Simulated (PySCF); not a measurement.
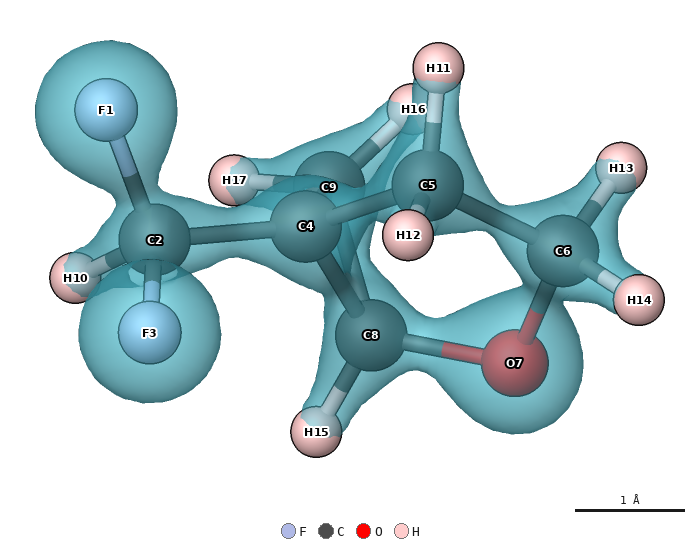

Figure. C$_{6}$H$_{8}$F$_{2}$O. Isosurface of the total electron density at 1.5 e/Å³ (cyan), seen from one side.

Geometry: GFN2-xTB.

Level of theory: PySCF, PBE0/pcSseg-1, SCF density, in a water solvent model, non-relativistic.

Input

```
{"job": {"xc": "PBE0", "basis": "pcSseg-1", "solvent": "water", "kind": "nmr", "pop": true}, "charge": 0, "multiplicity": 1}
F     -0.865926     2.613269    -0.390626
C     -1.015991     1.584298     0.486172
F     -0.477644     2.019565     1.653915
C     -0.330718     0.346987    -0.007865
C      1.177597     0.375544    -0.178320
C      1.567673    -1.107783    -0.026618
O      0.523010    -1.760266     0.682462
C     -0.645253    -1.032861     0.504759
C     -1.071559    -0.638089    -0.881124
H     -2.096092     1.442179     0.648208
H      1.487016     0.774638    -1.143400
H      1.616901     0.984512     0.613258
H      1.693253    -1.577720    -1.010040
H      2.486468    -1.250553     0.544416
H     -1.374490    -1.245346     1.272205
H     -0.556678    -1.050073    -1.733866
H     -2.124564    -0.466271    -1.043445
```

Launched as:

```sh
OMP_NUM_THREADS=1 python ens_run.py task.json out
```

**How is the density connected at this value?**

At this value the surface is in one piece. It bridges the sampled C–F (1.36 Å), C–O (1.39 Å), C–C (1.50 Å) and C–H (1.08 Å) contacts, where the density stays above the isovalue. On the grid the lowest density along these lines, outside the cores, is 1.8 e/Å³ (C–F, 1.36 Å), 1.9 e/Å³ (C–O, 1.39 Å), 1.8 e/Å³ (C–C, 1.50 Å) and 1.9 e/Å³ (C–H, 1.08 Å).
